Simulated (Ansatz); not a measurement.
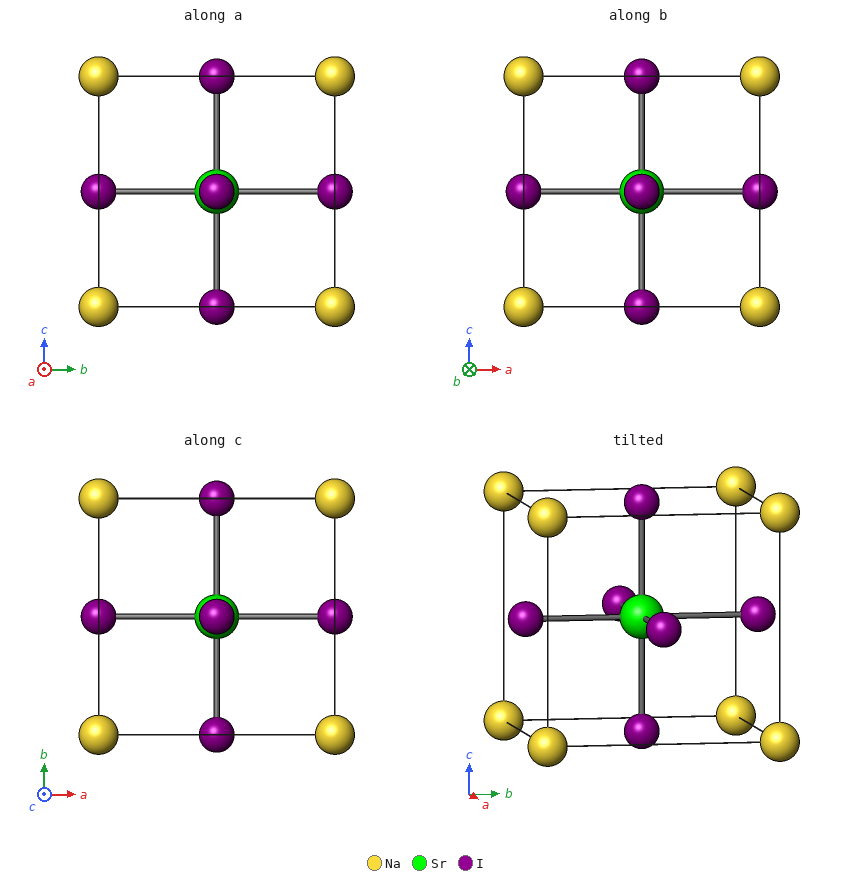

The crystal in a ball-and-stick representation, seen along the a axis, along the b axis, along the c axis and slightly off an axis. The edges of the conventional unit cell are marked.

Lattice parameters: a = 6.526 Å, b = 6.526 Å, c = 6.368 Å, α = 90.00°, β = 90.00°, γ = 90.00°. Put a along x and b in the xy plane.

> Transcribe the picture into a POSCAR file.

```
Na Sr I
1.0
     6.526    0.000    0.000
     0.000    6.526    0.000
     0.000    0.000    6.368
Na Sr I
1 1 3
Direct
  0.0000 0.0000 0.0000
  0.5000 0.5000 0.5000
  0.5000 0.5000 0.0000
  0.5000 0.0000 0.5000
  0.0000 0.5000 0.5000
```

Origin of the cell: a structure type filled with these elements by a generator (whether the compound takes this form wasn't checked). The cell was then strained or its atoms displaced on purpose. It was run through Ansatz as a DFT input.
